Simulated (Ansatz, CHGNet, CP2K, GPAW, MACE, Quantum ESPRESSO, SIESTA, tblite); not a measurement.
# SIESTA on W(100)/Au(100) interface (51 atoms): settings against a plane-wave reference

Aim: run W(100)/Au(100) interface (51 atoms) in SIESTA and see how near its forces come to a plane-wave reference, and at what cost.

Program: SIESTA 5.4.2. Level of theory: the method is named at each step. Results are calculated unless marked as measured.

### 1. Starting point

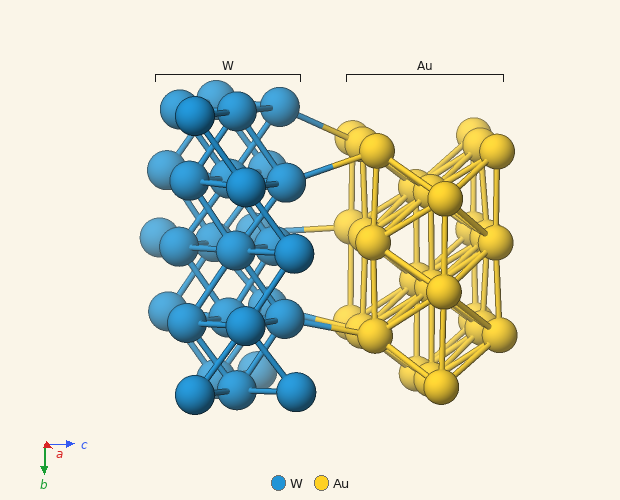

Start, viewed from the side, with the c axis across the page; tungsten blue, gold yellow. Some periodic images of atoms are drawn too.

The cell holds 51 atoms: 24 W and 27 Au. Its edges and angles: a = 8.952 Å, b = 8.952 Å, c = 22.049 Å, α = 90.0°, β = 90.0°, γ = 90.0°. Bcc W(100), 3 repeat layers, 8 surface cells, strained +0.00 and +0.00 %; fcc Au(100), 3 layers, 9 cells, +3.48 and +3.48 %; outer planes 2.92 Å apart, 12 Å of vacuum above; not relaxed, displaced by a Gaussian of 0.02 Å. Then every atom was moved at random, 0.05 Å r.m.s. a Cartesian component. Regions: W, 24 atoms (24 W); Au, 27 atoms (27 Au). Vacuum lies along c.

The yardstick, on the same geometry:

| Quantity | Value |
| --- | --- |
| method | Kohn-Sham DFT, PBE, SSSP efficiency 1.3.0 pseudopotentials, plane waves (Quantum ESPRESSO 7.5); sssp-pbe-1.3.0-efficiency, cutoffs 45/360 Ry, Γ point |
| r.m.s. force component | 0.64 eV/Å |
| longest force | 2.056 eV/Å |
| time | 9.9 min on 4 MPI ranks of Arm Neoverse V1, shared host |
| CPU time | 40 min |

### 2. PBE, DZP, shift 0.01 Ry, mesh 300 Ry

Method: Kohn-Sham DFT, PBE, PseudoDojo 0.4.1 norm-conserving pseudopotentials (converted to PSML), numerical atomic orbitals (DZP), diagonalisation.

The .psml files are PseudoDojo norm-conserving potentials that we converted to this format, checked against plane waves on the same files for H, C, O, Si, Ge and Ca alone.

input.fdf reads:

```
SystemLabel cell
NumberOfAtoms 51
NumberOfSpecies 2
%block ChemicalSpeciesLabel
  1 74 W
  2 79 Au
%endblock ChemicalSpeciesLabel
LatticeConstant 1.0 Ang
%block LatticeVectors
  8.95200 0.00000 0.00000
  0.00000 8.95200 0.00000
  0.00000 0.00000 22.04922
%endblock LatticeVectors
PAO.BasisSize DZP
PAO.EnergyShift 0.01 Ry
XC.Functional GGA
XC.Authors PBE
MeshCutoff 300 Ry
%block kgrid_Monkhorst_Pack
  1 0 0 0.0
  0 1 0 0.0
  0 0 1 0.0
%endblock kgrid_Monkhorst_Pack
SolutionMethod diagon
OccupationFunction FD
ElectronicTemperature 580 K
SCF.Mixer.Method Pulay
SCF.Mixer.Weight 0.05
SCF.Mixer.History 8
SCF.Mix Hamiltonian
MaxSCFIterations 300
SCF.DM.Tolerance 1e-04
SCF.H.Tolerance 1.0e-3 eV
WriteForces T
Write.HirshfeldPop T
Write.VoronoiPop T
Write.DM F
Write.H F
XML.Write F
AtomicCoordinatesFormat Fractional
%block AtomicCoordinatesAndAtomicSpecies
  0.74248 0.75687 0.27079 1
  0.76173 0.49771 0.34124 1
  0.74931 0.74563 0.41362 1
  0.73904 0.24699 0.27461 1
  0.75356 0.99912 0.34326 1
  0.76011 0.25641 0.41512 1
  0.48862 0.50264 0.27374 1
  0.49392 0.26018 0.34704 1
  0.50134 0.50220 0.41205 1
  0.49949 0.00978 0.27419 1
  0.50251 0.75750 0.34532 1
  0.49403 0.00499 0.42103 1
  0.25102 0.75237 0.27131 1
  0.24292 0.50646 0.33962 1
  0.25533 0.73901 0.41718 1
  0.24681 0.24639 0.26985 1
  0.25535 0.99602 0.34144 1
  0.23959 0.25065 0.41794 1
  0.00623 0.50590 0.27283 1
  0.99403 0.25343 0.34286 1
  0.99744 0.49309 0.41350 1
  0.99544 0.99591 0.26806 1
  0.99275 0.75140 0.34239 1
  0.99644 0.98975 0.41651 1
  0.39205 0.81893 0.54771 2
  0.57103 0.98215 0.63866 2
  0.72230 0.81413 0.73021 2
  0.40207 0.14911 0.54718 2
  0.57208 0.30899 0.63772 2
  0.74016 0.15450 0.72547 2
  0.39611 0.47596 0.55246 2
  0.54981 0.65217 0.64097 2
  0.72930 0.48191 0.72403 2
  0.73998 0.81042 0.54667 2
  0.89833 0.98426 0.63467 2
  0.06331 0.81037 0.73299 2
  0.73270 0.14806 0.54991 2
  0.89899 0.30977 0.64041 2
  0.06553 0.14662 0.73010 2
  0.72646 0.47698 0.54449 2
  0.90132 0.64298 0.63839 2
  0.06651 0.48303 0.72886 2
  0.06550 0.81333 0.54896 2
  0.22754 0.98692 0.63682 2
  0.38543 0.81340 0.72407 2
  0.07374 0.15139 0.55159 2
  0.24171 0.31597 0.63481 2
  0.39199 0.15800 0.72060 2
  0.06335 0.47064 0.55036 2
  0.22332 0.65098 0.63769 2
  0.39868 0.48756 0.73072 2
%endblock AtomicCoordinatesAndAtomicSpecies
```

Command:

```bash
$ OMP_NUM_THREADS=1 mpirun -np 2 siesta < input.fdf > output.txt
```

The program printed:

```text
Version         : 5.4.2
reinit: System Name:
reinit: System Label: cell
initatom: Reading input for the pseudopotentials and atomic orbitals ----------
Species number:   1 Atomic number:   74 Label: W
Species number:   2 Atomic number:   79 Label: Au
Ground state valence configuration (from tables):   6s02  6p00  5d04  5f00
Ground state valence configuration (from tables):   6s01  6p00  5d10  5f00
---- Processing specs for species: W
GGA--PBE XC_GGA_X_PBE--XC_GGA_C_PBE pb
Semicore shell(s) with  8 electrons included in the valence for W
---- Processing specs for species: Au
GGA--PBE XC_GGA_X_PBE--XC_GGA_C_PBE pb
Semicore shell(s) with  8 electrons included in the valence for Au
Semicore shell(s): 5s 5p
Fallback to non-perturbative polarization scheme for W
Please see the manual if this is not desired in principle
Semicore shell(s): 5s 5p
Fallback to non-perturbative polarization scheme for Au
Please see the manual if this is not desired in principle
Using PAO.SplitTailNorm
%block ChemicalSpeciesLabel
    1   74 W                       # Species index, atomic number, species label
    2   79 Au                      # Species index, atomic number, species label
%endblock ChemicalSpeciesLabel
%block PAO.Basis                 # Define Basis set
W                     5                    # Species label, number of l-shells
 n=5   0   1                         # n, l, Nzeta
   2.777
   1.000
 n=6   0   2                         # n, l, Nzeta
   6.681      4.937
   1.000      1.000
 n=5   1   1                         # n, l, Nzeta
   3.293
[...]
5.647      3.913
[...]
Au                    5                    # Species label, number of l-shells
[...]
n=6   1   1                         # n, l, Nzeta
   6.130
   1.000
 n=5   2   2                         # n, l, Nzeta
   4.668      3.122
   1.000      1.000
%endblock PAO.Basis
coor:   Atomic-coordinates input format  =     Fractional
siesta: System type = slab
initatomlists: Number of atoms, orbitals, and projectors:     51   969  1443
siesta: ******************** Simulation parameters ****************************
Total number of electrons:   849.000000
Total ionic charge:   849.000000
 Kpoints in:            1 . Kpoints trimmed:            1
siesta: k-grid: Number of k-points = 1
siesta: k-points from Monkhorst-Pack grid
siesta: k-cutoff (effective) =     4.476 Ang
siesta: k-point supercell and displacements
siesta: k-grid:     1     0     0      0.000
siesta: k-grid:     0     1     0      0.000
siesta: k-grid:     0     0     1      0.000
                     ====================================
                        Single-point calculation
                     ====================================
outcell: Unit cell vectors (Ang):
        8.952000    0.000000    0.000000
        0.000000    8.952000    0.000000
        0.000000    0.000000   22.049220
outcell: Cell vector modules (Ang)   :    8.952000    8.952000   22.049220
outcell: Cell angles (23,13,12) (deg):     90.0000     90.0000     90.0000
outcell: Cell volume (Ang**3)        :   1766.9871
Gamma-point calculation with interaction between periodic images
Gamma-point calculation with interaction between periodic images
Some features might not work optimally:
Some features might not work optimally:
e.g. DM initialization from atomic data
e.g. DM initialization from atomic data
new_DM -- step:     1
Initializing Density Matrix...
Attempting to read DM from file... Failed...
DM filled with atomic data:
InitMesh: MESH = 96 x 96 x 240 = 2211840
InitMesh: Mesh cutoff (required, used) =   300.000   317.837 Ry
stepf: Fermi-Dirac step function
        iscf     Eharris(eV)        E_KS(eV)     FreeEng(eV)     dDmax    Ef(eV) dHmax(eV)
   scf:    1  -148629.498086  -155080.423852  -155080.842141  1.876640 -0.880650144.695471
   scf:    2  -121483.865278  -149160.092274  -149160.491412  6.551372  0.199150244.908317
   scf:    3  -161217.907731  -157639.176127  -157639.632740  6.232305 -1.038034 69.462520
   scf:    4  -156618.203253  -157959.355147  -157960.031189  1.591531 -1.994540 47.059106
   scf:    5  -153029.694226  -155978.691978  -155979.420165  0.629968 -1.717124133.848946
   scf:    6  -158645.051935  -157779.626161  -157780.335601  0.578152 -1.787625 50.030189
   scf:    7  -151698.371049  -155643.902814  -155644.543432  0.936742 -2.645444153.486509
   scf:    8  -156548.445273  -156111.538944  -156112.164004  0.172242 -2.787028135.285650
   scf:    9  -157590.676776  -156900.041800  -156900.988275  0.198886 -2.996486103.849903
[...]
scf:   35  -158320.289824  -158320.289814  -158320.870311  0.000071 -3.020861  0.001614
   scf:   36  -158320.289808  -158320.289811  -158320.870312  0.000053 -3.020918  0.000978
SCF Convergence by DM+H criterion
max |DM_out - DM_in|         :     0.0000527439
max |H_out - H_in|      (eV) :     0.0009775365
SCF cycle converged after 36 iterations
Using DM_out to compute the final energy and forces
siesta: E_KS(eV) =          -158320.2898
siesta: E_KS - E_eggbox =   -158320.2898
siesta: Atomic forces (eV/Ang):
     1    0.009325    0.712464    1.702952
     2   -2.059813    0.638085   -0.094003
     3    0.305422    0.247438   -0.080407
[...]
50    0.105015   -0.210622    0.306541
    51   -0.220653   -0.219600   -0.697026
----------------------------------------
   Tot   -0.031173   -0.032397   -0.013459
----------------------------------------
   Max    2.059813
   Res    0.667105    sqrt( Sum f_i^2 / 3N )
----------------------------------------
   Max    2.059813    constrained
Stress tensor Voigt[x,y,z,yz,xz,xy] (kbar):       81.00       81.96       73.76        0.58       -0.19       -0.02
(Free)E + p*V (eV/cell)  -158407.8927
Target enthalpy (eV/cell)  -158320.8703
siesta: Program's energy decomposition (eV):
siesta: Ebs     =    -27867.959949
siesta: Eions   =    226816.859551
siesta: Ena     =     41875.966868
siesta: Ekin    =     44386.258369
siesta: Enl     =      9952.301805
siesta: DEna    =      2095.191705
siesta: DUscf   =        64.128212
siesta: Ex      =    -28052.090627
siesta: Ec      =     -1825.186592
siesta: Exc     =    -29877.277219
siesta: Eharris =   -158320.289808
siesta: Etot    =   -158320.289811
siesta: FreeEng =   -158320.870312
siesta: Final energy (eV):
siesta:  Band Struct. =  -27867.959949
siesta:       Kinetic =   44386.258369
siesta:       Hartree =  330233.026533
siesta:         Exch. =  -28052.090627
siesta:         Corr. =   -1825.186592
siesta:   Exch.-corr. =  -29877.277219
siesta:  Ion-electron = -711638.387888
siesta:       Ion-ion =  208576.090393
siesta:         Total = -158320.289811
siesta:         Fermi =      -3.020918
siesta: Stress tensor (static) (eV/Ang**3):
siesta:     0.050554   -0.000010   -0.000117
siesta:    -0.000010    0.051158    0.000360
siesta:    -0.000117    0.000360    0.046035
siesta: Cell volume =       1766.987095 Ang**3
siesta: Pressure (static):
siesta:                Solid            Molecule  Units
siesta:          -0.00053639         -0.00039770  Ry/Bohr**3
siesta:          -0.04924902         -0.03651542  eV/Ang**3
siesta:         -78.90563634        -58.50415342  kBar
    Orbital volume contribution        =          33.890655 eV
    (Free)E + p_basis*V_orbitals       =     -158286.979657 eV
    (Free)Eharris+ p_basis*V_orbitals  =     -158286.979653 eV
siesta: Electric dipole (a.u.)  =    0.000000   -0.000000   -2.172301
siesta: Electric dipole (Debye) =    0.000000   -0.000000   -5.521439
Hirshfeld Atomic Populations:
Atom #   charge [q] valence [e]  Species
     1     0.021827   13.978173  W
     2    -0.026025   14.026025  W
     3    -0.011350   14.011350  W
[...]
25     0.006900   18.993100  Au
    26     0.013340   18.986660  Au
    27    -0.032441   19.032441  Au
[...]
--------------------
 Total    -0.000061
Voronoi Atomic Populations:
Atom #   charge [q] valence [e]  Species
[...]
23     0.000364   13.999636  W
    24     0.064986   13.935014  W
[...]
50     0.025056   18.974944  Au
    51    -0.029034   19.029034  Au
--------------------
 Total    -0.000061
```

Wall time 2.7 min (2 MPI ranks of Arm Neoverse V1, shared host); peak memory 1.2 GiB; 5.3 min of CPU time.

Banners, paths, timers and routine set-up lines are dropped from the logs unmarked, and long logs keep their key lines alone; longer cuts are marked.

Compared with the plane-wave run:

```
r.m.s. force component                  : 0.6671 eV/Å
r.m.s. difference of force components   : 106 meV/Å
longest difference of force vectors     : 346.9 meV/Å
force difference over r.m.s. force      : 16.56 %
slope of forces against the reference's : 1.03
correlation of force components         : 0.9877
```

Length of the force difference by element (eV/Å):

| element | atoms | mean | most |
| --- | --- | --- | --- |
| Au | 27 | 0.17 | 0.35 |
| W | 24 | 0.16 | 0.31 |

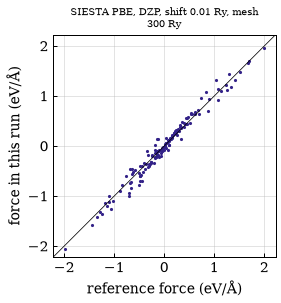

Force components against those of the reference; the line marks equality.

Local excerpt of 10 atoms (numbers count through the whole input) about Au34, picked at random; x, y, z are measured from there.

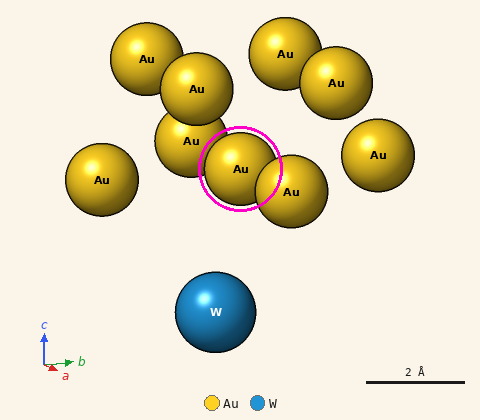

The atoms of the table, within 3.1 Å (arrows a, b, c point along x, y, z); some may hide others; the central atom is ringed.

```
atom      x      y      z  distance (Å)  Hirshfeld charge (e)     Fx     Fy  Fz (eV/Å)
Au34   0.00   0.00   0.00          0.00                  0.01  -0.40  -0.09      -0.53
Au35   1.42   1.56   1.94          2.86                  0.02   0.17  -0.60       1.08
Au41   1.44  -1.50   2.02          2.90                  0.02  -0.53   0.30       0.23
Au43   2.91   0.03   0.05          2.91                  0.01  -0.10  -0.03      -1.11
Au26  -1.51   1.54   2.03          2.96                  0.01  -0.37  -0.34       0.17
Au40  -0.12  -2.98  -0.05          2.99                  0.01   0.11   0.25      -0.39
  W3   0.08  -0.58  -2.93          2.99                 -0.01   0.31   0.25      -0.08
Au37  -0.07   3.02   0.07          3.02                  0.01   0.05  -0.07      -1.31
Au32  -1.70  -1.42   2.08          3.04                  0.02   0.95  -0.17      -0.59
Au25  -3.11   0.08   0.02          3.12                  0.01   0.31  -0.03      -0.78
```

Forces lie 17 % from the reference's, at 0.13 times its CPU time (on 2 against 4 cores).

### 3. PBE, SZ, shift 0.01 Ry, mesh 300 Ry

Method: Kohn-Sham DFT, PBE, PseudoDojo 0.4.1 norm-conserving pseudopotentials (converted to PSML), numerical atomic orbitals (SZ), diagonalisation.

input.fdf, as its differences from that of step 2:

```diff
@@ -13,3 +13,3 @@
 %endblock LatticeVectors
-PAO.BasisSize DZP
+PAO.BasisSize SZ
 PAO.EnergyShift 0.01 Ry
```

Command:

```bash
$ OMP_NUM_THREADS=1 siesta < input.fdf > output.txt
```

The program printed:

```text
Version         : 5.4.2
reinit: System Name:
reinit: System Label: cell
initatom: Reading input for the pseudopotentials and atomic orbitals ----------
Species number:   1 Atomic number:   74 Label: W
Species number:   2 Atomic number:   79 Label: Au
Ground state valence configuration (from tables):   6s02  6p00  5d04  5f00
[... lines left out ...]
SCF Convergence by DM+H criterion
[... lines left out ...]
SCF cycle converged after 26 iterations
[... lines left out ...]
   Max    3.548884
[... lines left out ...]
   Max    3.548884    constrained
Stress tensor Voigt[x,y,z,yz,xz,xy] (kbar):       79.48       80.73       96.61        0.36        0.10        0.10
[... lines left out ...]
siesta: FreeEng =   -158122.680884
[... lines left out ...]
siesta:         Fermi =       0.362747
[... lines left out ...]
siesta:         -85.60603261        -59.18406446  kBar
    Orbital volume contribution        =          17.699561 eV
    (Free)E + p_basis*V_orbitals       =     -158104.981323 eV
    (Free)Eharris+ p_basis*V_orbitals  =     -158104.981246 eV
siesta: Electric dipole (a.u.)  =    0.000000   -0.000000   -1.511375
siesta: Electric dipole (Debye) =    0.000000   -0.000000   -3.841532
Hirshfeld Atomic Populations:
Atom #   charge [q] valence [e]  Species
     1     0.012912   13.987088  W
     2    -0.015863   14.015863  W
     3    -0.037918   14.037918  W
[...]
25     0.014220   18.985780  Au
    26     0.029564   18.970436  Au
    27    -0.057180   19.057180  Au
[...]
--------------------
 Total    -0.000028
Voronoi Atomic Populations:
Atom #   charge [q] valence [e]  Species
[...]
23     0.005386   13.994614  W
    24    -0.021682   14.021682  W
[...]
50     0.059630   18.940370  Au
    51    -0.067994   19.067994  Au
--------------------
 Total    -0.000027
```

It took 1.7 min on 1 thread; peak memory 0.61 GiB.

Numbers from this run, and their distance from the reference:

- r.m.s. force component: 0.9409 eV/Å
- r.m.s. difference of force components: 453.3 meV/Å
- longest difference of force vectors: 1666 meV/Å
- force difference over r.m.s. force: 70.84 %
- slope of forces against the reference's: 1.33
- correlation of force components: 0.9045

This is a coarse setting, run to see what it loses.

Against the first run (17 %), the force difference from the reference is 71 %, at 0.32 times the CPU time (on 1 against 2 cores), with 510 basis functions against 969: the smaller basis costs accuracy.

### 4. PBE, DZ, shift 0.01 Ry, mesh 300 Ry

Method: Kohn-Sham DFT, PBE, PseudoDojo 0.4.1 norm-conserving pseudopotentials (converted to PSML), numerical atomic orbitals (DZ), diagonalisation.

input.fdf, as its differences from that of step 3:

```diff
@@ -13,3 +13,3 @@
 %endblock LatticeVectors
-PAO.BasisSize SZ
+PAO.BasisSize DZ
 PAO.EnergyShift 0.01 Ry
```

The program printed:

```text
Version         : 5.4.2
reinit: System Name:
reinit: System Label: cell
initatom: Reading input for the pseudopotentials and atomic orbitals ----------
Species number:   1 Atomic number:   74 Label: W
Species number:   2 Atomic number:   79 Label: Au
Ground state valence configuration (from tables):   6s02  6p00  5d04  5f00
Ground state valence configuration (from tables):   6s01  6p00  5d10  5f00
---- Processing specs for species: W
GGA--PBE XC_GGA_X_PBE--XC_GGA_C_PBE pb
Semicore shell(s) with  8 electrons included in the valence for W
[... lines left out ...]
        iscf     Eharris(eV)        E_KS(eV)     FreeEng(eV)     dDmax    Ef(eV) dHmax(eV)
[... lines left out ...]
SCF Convergence by DM+H criterion
[... lines left out ...]
SCF cycle converged after 37 iterations
[... lines left out ...]
   Max    2.682626
[... lines left out ...]
   Max    2.682626    constrained
Stress tensor Voigt[x,y,z,yz,xz,xy] (kbar):      129.85      130.62      116.96        0.05        0.51        0.07
[... lines left out ...]
siesta: FreeEng =   -158261.192471
[... lines left out ...]
siesta:         Fermi =      -2.594591
siesta: Stress tensor (static) (eV/Ang**3):
siesta:     0.081048    0.000042    0.000318
siesta:     0.000042    0.081529    0.000029
siesta:     0.000318    0.000029    0.072998
siesta: Cell volume =       1766.987095 Ang**3
siesta: Pressure (static):
siesta:                Solid            Molecule  Units
siesta:          -0.00085525         -0.00062971  Ry/Bohr**3
siesta:          -0.07852511         -0.05781772  eV/Ang**3
siesta:        -125.81109758        -92.63419945  kBar
    Orbital volume contribution        =          23.524892 eV
    (Free)E + p_basis*V_orbitals       =     -158237.667579 eV
    (Free)Eharris+ p_basis*V_orbitals  =     -158237.667519 eV
siesta: Electric dipole (a.u.)  =    0.000000   -0.000000   -3.111431
siesta: Electric dipole (Debye) =    0.000000   -0.000000   -7.908468
Hirshfeld Atomic Populations:
Atom #   charge [q] valence [e]  Species
     1     0.020957   13.979043  W
     2    -0.022852   14.022852  W
     3    -0.023521   14.023521  W
[...]
25     0.012491   18.987509  Au
    26     0.021689   18.978311  Au
    27    -0.035175   19.035175  Au
[...]
--------------------
 Total    -0.000118
Voronoi Atomic Populations:
Atom #   charge [q] valence [e]  Species
[...]
23     0.011002   13.988998  W
    24     0.042693   13.957307  W
[...]
50     0.029703   18.970297  Au
    51    -0.042733   19.042733  Au
--------------------
 Total    -0.000117
```

Wall time 3.1 min (1 thread); peak memory 0.72 GiB.

Compared with the plane-wave run:

```
r.m.s. force component                  : 0.7628 eV/Å
r.m.s. difference of force components   : 273 meV/Å
longest difference of force vectors     : 936.7 meV/Å
force difference over r.m.s. force      : 42.66 %
slope of forces against the reference's : 1.119
correlation of force components         : 0.9391
```

This is a coarse setting, run to see what it loses.

Against the first run (17 %), the force difference from the reference is 43 %, at 0.59 times the CPU time (on 1 against 2 cores), with 816 basis functions against 969: the smaller basis costs accuracy.

(Part 1 of 2 ends here.)

[Also dropped from logs without a mark: logging warnings of Python, and SIESTA's first energy breakdown and zero terms.]

[Logs are printed without paths, hosts, clocks, repeated set-up lines and the standing remarks that a program may print on its own settings, such as how far it seeks lower states.]

[Hosts, paths, dates, database ids (printed as entryN), source tags and the programs' standing remarks are cut or masked in the printed files.]
